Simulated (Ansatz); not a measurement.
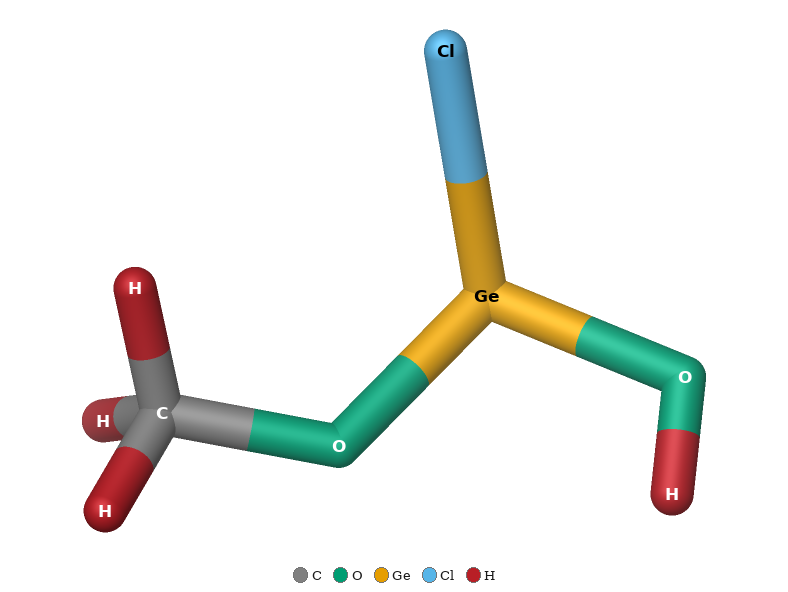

The species is neutral and a spin doublet. Computed geometry: PBE0-D4/def2-TZVP optimisation. No frequency run is at hand to confirm it as a minimum. Method: UKS PBE0-D4/def2-TZVPP (Ansatz 0.2.0).

Question: Estimate the HOMO energy (Kohn–Sham orbital).

Answer: −6.86 eV.

Question: Give the ⟨S²⟩ of the determinant at this level.

Answer: 0.754.

Question: Give the dispersion correction at this level.

Answer: −17.0 kJ/mol.
